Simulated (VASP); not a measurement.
# A VASP study of SnAs (r2SCAN + rVV10): structure first, properties next, part 4 of 5

Aim: relax SnAs with r2SCAN + rVV10, compute its properties on that cell and hold them against experiment. Left out of this account: 1 further run (core levels: core levels are not valid at this level). The start is a computed cell from the Materials Project.

VASP 6.6.1, plane waves and PAW; the level of theory is named at each step.

Still holding for the runs below: This run has no spin polarisation. Its electron count is odd, so without a moment it is a metal by construction.

So far. Step 5 (Band structure (r2SCAN + rVV10)): There is no gap at this level. Step 6 (Density of states (r2SCAN + rVV10)): The finer mesh and the other smearing move the Fermi level by +0.08 eV from the 8×8×8 run, one measure of the sampling error in the zero of the bands above. Of the states within 0.3 eV of the Fermi level, the largest shares in the PAW spheres are As p 23 %, Sn p 16 % and Sn s 14 %. The relaxed cell has a = 5.734 Å (conventional setting).

## (7) Zone-centre phonons (r2SCAN + rVV10)

Level of this step: r2SCAN with rVV10; plane waves and PAW (Sn_d, As) (VASP).

Zone-centre modes test whether the atoms sit at a minimum within this cell. IBRION = 6 takes the force constants from differences of forces between displaced cells, so the forces must be tight.

File INCAR:

```
SYSTEM = SnAs
PREC = Accurate
ENCUT = 400
EDIFF = 1E-08
NELM = 100
ISMEAR = 1
SIGMA = 0.2
LREAL = .FALSE.
ALGO = Normal
METAGGA = R2SCAN
LUSE_VDW = .TRUE.
IVDW_NL = 2
BPARAM = 11.95
CPARAM = 0.0093
LASPH = .TRUE.
NBANDS = 15
LORBIT = 11
LWAVE = .FALSE.
LCHARG = .FALSE.
KPAR = 2
IBRION = 6
NFREE = 2
POTIM = 0.015
ISIF = 2
NSW = 1
```

File POSCAR:

```
SnAs
1.0
    0.0000000000      2.8671404637      2.8671404637
    2.8671404637      0.0000000000      2.8671404637
    2.8671404637      2.8671404637      0.0000000000
Sn As
1 1
Direct
    0.5000000000      0.5000000000      0.5000000000
    0.0000000000      0.0000000000      0.0000000000
```

File KPOINTS:

```
Automatic mesh
0
Gamma
12 12 12
0 0 0
```

Potentials, in the order of the species: Sn_d and As (PBE family, release 64).

On the command line:

```console
$ mpirun -np 2 vasp_std
```

Output:

```text
[... set-up lines as in an earlier step ...]
 entering main loop
       N       E                     dE             d eps       ncg     rms          rms(c)
Total rVV10 correction in eV:      0.4337994    21.5668747
Total rVV10 correction in eV:      0.4337994    21.5668747
DAV:   1     0.672238718384E+02    0.67224E+02   -0.86738E+03  2209   0.141E+03
DAV:   2    -0.343949145637E+02   -0.10162E+03   -0.98841E+02  2314   0.330E+02
DAV:   3    -0.418884185697E+02   -0.74935E+01   -0.74336E+01  2762   0.806E+01
DAV:   4    -0.420465259002E+02   -0.15811E+00   -0.15808E+00  2468   0.130E+01
DAV:   5    -0.420513715219E+02   -0.48456E-02   -0.48456E-02  2941   0.218E+00    0.359E+00
Total rVV10 correction in eV:      0.4352568    21.5668759
Total rVV10 correction in eV:      0.4352568    21.5668759
DAV:   6    -0.391170192624E+02    0.29344E+01   -0.82433E-01  2727   0.151E+01    0.210E+00
Total rVV10 correction in eV:      0.4386820    21.5668759
Total rVV10 correction in eV:      0.4386820    21.5668759
DAV:   7    -0.391149137147E+02    0.21055E-02   -0.82650E-02  2482   0.181E+00    0.931E-01
Total rVV10 correction in eV:      0.4399643    21.5668759
Total rVV10 correction in eV:      0.4399643    21.5668759
DAV:   8    -0.391177303095E+02   -0.28166E-02   -0.53741E-03  2650   0.761E-01    0.290E-01
Total rVV10 correction in eV:      0.4405796    21.5668759
Total rVV10 correction in eV:      0.4405796    21.5668759
DAV:   9    -0.391181764056E+02   -0.44610E-03   -0.65702E-04  2503   0.236E-01    0.551E-02
Total rVV10 correction in eV:      0.4405887    21.5668759
Total rVV10 correction in eV:      0.4405887    21.5668759
DAV:  10    -0.391181830665E+02   -0.66609E-05   -0.98539E-05  2867   0.126E-01    0.274E-02
Total rVV10 correction in eV:      0.4406446    21.5668759
Total rVV10 correction in eV:      0.4406446    21.5668759
DAV:  11    -0.391181879877E+02   -0.49212E-05   -0.11629E-05  2748   0.411E-02    0.487E-03
Total rVV10 correction in eV:      0.4406691    21.5668759
Total rVV10 correction in eV:      0.4406691    21.5668759
DAV:  12    -0.391181887419E+02   -0.75414E-06   -0.23751E-06  2888   0.251E-02    0.162E-03
Total rVV10 correction in eV:      0.4406763    21.5668759
Total rVV10 correction in eV:      0.4406763    21.5668759
DAV:  13    -0.391181890924E+02   -0.35051E-06   -0.24415E-07  2815   0.530E-03    0.700E-04
Total rVV10 correction in eV:      0.4406723    21.5668759
Total rVV10 correction in eV:      0.4406723    21.5668759
DAV:  14    -0.391181888367E+02    0.25570E-06   -0.55135E-08  2804   0.352E-03    0.196E-04
Total rVV10 correction in eV:      0.4406722    21.5668759
Total rVV10 correction in eV:      0.4406722    21.5668759
DAV:  15    -0.391181888340E+02    0.26243E-08   -0.25991E-09  1556   0.521E-04
Total rVV10 correction in eV:      0.4406726    21.5668759
Total rVV10 correction in eV:      0.4406726    21.5668759
Total rVV10 correction in eV:      0.4406725    21.5668759
Total rVV10 correction in eV:      0.4406725    21.5668759
   1 F= -.39118189E+02 E0= -.39118640E+02  d E =0.135471E-02
 Found     2 degrees of freedom:
 Finite differences POTIM= 0.01500 DOF=   2
 bond charge predicted
       N       E                     dE             d eps       ncg     rms          rms(c)
Total rVV10 correction in eV:      0.4406778    21.5668759
Total rVV10 correction in eV:      0.4406778    21.5668759
DAV:   1    -0.391134691047E+02    0.47197E-02   -0.10976E+00  6157   0.678E+00    0.175E-01
Total rVV10 correction in eV:      0.4406592    21.5668754
Total rVV10 correction in eV:      0.4406592    21.5668754
DAV:   2    -0.391179633292E+02   -0.44942E-02   -0.26545E-02  6163   0.146E+00    0.540E-02
Total rVV10 correction in eV:      0.4406670    21.5668754
Total rVV10 correction in eV:      0.4406670    21.5668754
DAV:   3    -0.391180120367E+02   -0.48707E-04   -0.39413E-04  6408   0.159E-01    0.492E-02
Total rVV10 correction in eV:      0.4406740    21.5668754
Total rVV10 correction in eV:      0.4406740    21.5668754
DAV:   4    -0.391180266024E+02   -0.14566E-04   -0.30300E-05  7001   0.511E-02    0.214E-02
Total rVV10 correction in eV:      0.4406784    21.5668754
Total rVV10 correction in eV:      0.4406784    21.5668754
DAV:   5    -0.391180310369E+02   -0.44345E-05   -0.41928E-06  5789   0.162E-02    0.253E-03
Total rVV10 correction in eV:      0.4406789    21.5668754
Total rVV10 correction in eV:      0.4406789    21.5668754
DAV:   6    -0.391180312311E+02   -0.19422E-06   -0.25185E-07  6024   0.406E-03    0.215E-03
Total rVV10 correction in eV:      0.4406783    21.5668754
Total rVV10 correction in eV:      0.4406783    21.5668754
DAV:   7    -0.391180312049E+02    0.26257E-07   -0.45649E-08  6367   0.253E-03    0.167E-04
Total rVV10 correction in eV:      0.4406781    21.5668754
Total rVV10 correction in eV:      0.4406781    21.5668754
DAV:   8    -0.391180312037E+02    0.12164E-08   -0.31314E-09  3103   0.493E-04
Total rVV10 correction in eV:      0.4406782    21.5668754
Total rVV10 correction in eV:      0.4406782    21.5668754
Total rVV10 correction in eV:      0.4406781    21.5668754
Total rVV10 correction in eV:      0.4406781    21.5668754
   2 F= -.39118031E+02 E0= -.39118483E+02  d E =0.135476E-02
[...]
3 F= -.39118031E+02 E0= -.39118483E+02  d E =0.135474E-02
[...]
4 F= -.39118049E+02 E0= -.39118501E+02  d E =0.135473E-02
 Finite differences progress:
  Degree of freedom:   2/  2
  Displacement:        1/  2
  Total:               3/  4
 bond charge predicted
       N       E                     dE             d eps       ncg     rms          rms(c)
Total rVV10 correction in eV:      0.4406679    21.5668759
Total rVV10 correction in eV:      0.4406679    21.5668759
DAV:   1    -0.391162476760E+02    0.18014E-02   -0.32918E-01  4988   0.232E+00    0.117E-01
Total rVV10 correction in eV:      0.4406624    21.5668759
Total rVV10 correction in eV:      0.4406624    21.5668759
DAV:   2    -0.391179956642E+02   -0.17480E-02   -0.10480E-02  5555   0.585E-01    0.496E-02
Total rVV10 correction in eV:      0.4406731    21.5668759
Total rVV10 correction in eV:      0.4406731    21.5668759
DAV:   3    -0.391180302963E+02   -0.34632E-04   -0.16484E-04  6229   0.923E-02    0.220E-02
Total rVV10 correction in eV:      0.4406783    21.5668759
Total rVV10 correction in eV:      0.4406783    21.5668759
DAV:   4    -0.391180475986E+02   -0.17302E-04   -0.31162E-05  5688   0.355E-02    0.752E-03
Total rVV10 correction in eV:      0.4406782    21.5668759
Total rVV10 correction in eV:      0.4406782    21.5668759
DAV:   5    -0.391180489963E+02   -0.13977E-05   -0.41110E-06  5877   0.133E-02    0.182E-03
Total rVV10 correction in eV:      0.4406783    21.5668759
Total rVV10 correction in eV:      0.4406783    21.5668759
DAV:   6    -0.391180490642E+02   -0.67932E-07   -0.26290E-07  6140   0.358E-03    0.979E-04
Total rVV10 correction in eV:      0.4406782    21.5668759
Total rVV10 correction in eV:      0.4406782    21.5668759
DAV:   7    -0.391180490815E+02   -0.17261E-07   -0.34566E-08  5786   0.137E-03    0.141E-04
Total rVV10 correction in eV:      0.4406781    21.5668759
Total rVV10 correction in eV:      0.4406781    21.5668759
DAV:   8    -0.391180490810E+02    0.44929E-09   -0.12959E-09  3558   0.312E-04
Total rVV10 correction in eV:      0.4406781    21.5668759
Total rVV10 correction in eV:      0.4406781    21.5668759
Total rVV10 correction in eV:      0.4406781    21.5668759
Total rVV10 correction in eV:      0.4406781    21.5668759
   5 F= -.39118049E+02 E0= -.39118501E+02  d E =0.135475E-02
 Finite differences progress:
  Degree of freedom:   2/  2
  Displacement:        2/  2
  Total:               4/  4
```

Run time: 22 min. Hardware: 2 MPI ranks of AMD EPYC 7R43, shared host; peak memory 0.66 GiB; 44 min of CPU time.

Parts of OUTCAR (step 7):

```text
   k-points           NKPTS =     72   k-points in BZ     NKDIM =     72   number of bands    NBANDS=     15

   NELECT =      19.0000    total number of electrons

 E-fermi :   6.9701

 k-point     1 :       0.0000    0.0000    0.0000
  band No.  band energies     occupation
    ...
      6      -6.8598      2.00000
      7       4.4078      2.00000
      8       5.6326      2.00000
      9       5.6334      2.00000
     10       5.6334      2.00000
     11      12.6710      0.00000
     12      12.6710      0.00000
     13      12.6780      0.00000
     14      13.2782      0.00000
     15      13.2842      0.00000

  Total       -0.0628523     -0.0715141     -0.0715141      0.0000000      0.0000000      0.0000000
  in kB       -2.1362627     -2.4306656     -2.4306656      0.0000000      0.0000000      0.0000000
  external PRESSURE =      -2.3325313 kB  Pullay stress =       0.0000000 kB

 POSITION                                       TOTAL-FORCE (eV/Angst)
 -----------------------------------------------------------------------------------
      2.86714      2.86714      2.86714        -0.018702      0.000000      0.000000
     -0.01500      0.00000      0.00000         0.018702      0.000000      0.000000
 -----------------------------------------------------------------------------------
    total drift:                                0.000050      0.000001      0.000001

  FREE ENERGIE OF THE ION-ELECTRON SYSTEM (eV)
  ---------------------------------------------------
  free  energy   TOTEN  =       -39.1180490810 eV

  energy  without entropy=      -39.1194038323  energy(sigma->0) =      -39.11850066

 Eigenvectors and eigenvalues of the dynamical matrix
 ----------------------------------------------------

   1 f  =    2.601420 THz    16.345203 2PiTHz   86.774026 cm-1    10.758603 meV
             X         Y         Z           dx          dy          dz
      2.867140  2.867140  2.867140     0.000000    0.631349    0.000000
      0.000000  0.000000  0.000000     0.000000   -0.775498    0.000000

   2 f  =    2.601420 THz    16.345203 2PiTHz   86.774026 cm-1    10.758603 meV
             X         Y         Z           dx          dy          dz
      2.867140  2.867140  2.867140    -0.631349    0.000000    0.000000
      0.000000  0.000000  0.000000     0.775498    0.000000    0.000000

   3 f  =    2.601420 THz    16.345203 2PiTHz   86.774026 cm-1    10.758603 meV
             X         Y         Z           dx          dy          dz
      2.867140  2.867140  2.867140     0.000000    0.000000   -0.631349
      0.000000  0.000000  0.000000     0.000000    0.000000    0.775498

   4 f/i=    0.031090 THz     0.195346 2PiTHz    1.037060 cm-1     0.128579 meV
             X         Y         Z           dx          dy          dz
      2.867140  2.867140  2.867140     0.775498    0.000000    0.000000
      0.000000  0.000000  0.000000     0.631349    0.000000    0.000000

   5 f/i=    0.031090 THz     0.195346 2PiTHz    1.037060 cm-1     0.128579 meV
             X         Y         Z           dx          dy          dz
      2.867140  2.867140  2.867140     0.000000   -0.775498    0.000000
      0.000000  0.000000  0.000000     0.000000   -0.631349    0.000000

   6 f/i=    0.031090 THz     0.195346 2PiTHz    1.037060 cm-1     0.128579 meV
             X         Y         Z           dx          dy          dz
      2.867140  2.867140  2.867140     0.000000    0.000000    0.775498
      0.000000  0.000000  0.000000     0.000000    0.000000    0.631349

 ELASTIC MODULI CONTR FROM IONIC RELAXATION (kBar)
 Direction    XX          YY          ZZ          XY          YZ          ZX
 --------------------------------------------------------------------------------
 XX           0.0000      0.0000      0.0000      0.0000      0.0000      0.0000
 YY           0.0000      0.0000      0.0000      0.0000      0.0000      0.0000
 ZZ           0.0000      0.0000      0.0000      0.0000      0.0000      0.0000
 XY           0.0000      0.0000      0.0000      0.0000      0.0000      0.0000
 YZ           0.0000      0.0000      0.0000      0.0000      0.0000      0.0000
 ZX           0.0000      0.0000      0.0000      0.0000      0.0000      0.0000
 --------------------------------------------------------------------------------

[... 7 parts as in an earlier step ...]

[... 9 further parts left out ...]
```

CONTCAR:

```
SnAs
   1.00000000000000
     0.0000000000000000    2.8671404637000002    2.8671404637000002
     2.8671404637000002    0.0000000000000000    2.8671404637000002
     2.8671404637000002    2.8671404637000002    0.0000000000000000
  Sn              As
     1     1
Direct
     0.5000000000000000    0.5000000000000000    0.5000000000000000
     0.0026158467277607   -0.0026158467277607   -0.0026158467277607
```

The last energy, forces, stress and levels in OUTCAR belong to the last displaced cell, not to the cell of POSCAR.

Numbers from this step:

```yaml
bands: 15
pressure_of_the_cell: -0.2375 GPa
largest_force_of_the_cell: 0 eV/Å
```

Modes at Γ, with each element's share of the kinetic energy:

```tsv
mode	frequency (cm⁻¹)	symmetry	Sn %	As %
1	-1.0	acoustic	60	40
2	-1.0	acoustic	60	40
3	-1.0	acoustic	60	40
4	86.8	T1u	40	60
5	86.8	T1u	40	60
6	86.8	T1u	40	60
```

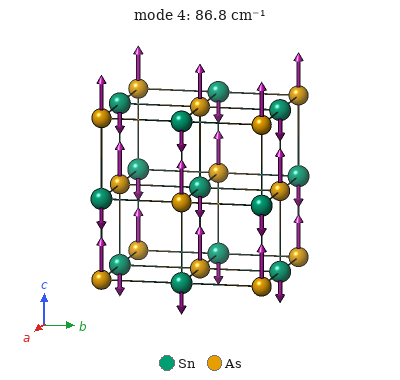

Displacement patterns of mode 4 at Γ; arrows are exaggerated. Some periodic images of atoms are drawn too.

The three acoustic modes lie within 1.0 cm⁻¹ of zero, and all others are real. By the characters of their eigenvectors the optical modes sort into (cm⁻¹) infrared active: T1u 87.

(Continued in part 5 of 5.)

[Lines on the potential files, build, host, timing and source positions are cut from VASP's logs without a mark.]

[Logs are printed without paths, hosts, clocks, repeated set-up lines and the standing remarks that a program may print on its own settings, such as how far it seeks lower states.]

[Hosts, paths, dates, database ids (printed as entryN), source tags and the programs' standing remarks are cut or masked in the printed files.]

[A measured line is paired with the nearest computed mode of its activity, which favours agreement.]
